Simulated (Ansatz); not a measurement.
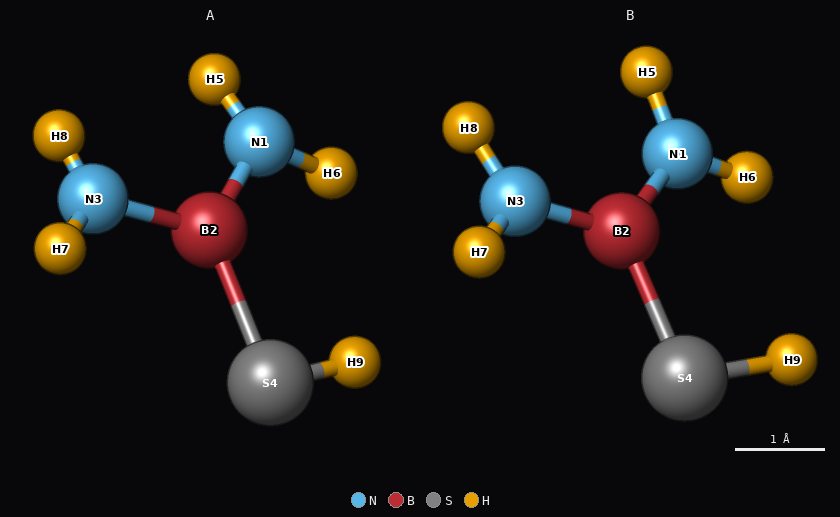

Two geometries of BN₂H₅S: one is the relaxed structure, the other was perturbed away from it. A ball-and-stick model, seen at a tilt.

Method: RKS PBE0-D4/def2-TZVPP (Ansatz 0.2.0). 

### Which is the distorted one, and what does the distortion cost?

Structure A is the perturbed one. All atoms are moved at random (σ = 0.12 Å) from the PBE0-D4/def2-TZVP minimum. The energy rises by 72.5 kcal/mol. The largest force is 17 eV/Å, on N3. The forces point partly back along the displacements (cosine −0.59). At other levels of theory the same distortion costs 73.4 kcal/mol (RKS PBE-D4/def2-TZVPP), 71.8 kcal/mol (RKS r2SCAN-D4/def2-TZVPP), 71.4 kcal/mol (RKS wB97M-V/def2-TZVPP), 71.5 kcal/mol (RHF-CCSD(T), frozen core/def2-TZVPP). Near-neighbour distances before and after: S4–H9 1.340 → 1.114 Å, N3–H8 1.004 → 0.826 Å, B2–N3 1.411 → 1.540 Å, N1–H6 1.002 → 1.118 Å. Among the angles between lasting bonds that change: B2–N1–H6 123.2° → 113.3°, N1–B2–S4 121.3° → 130.6°.
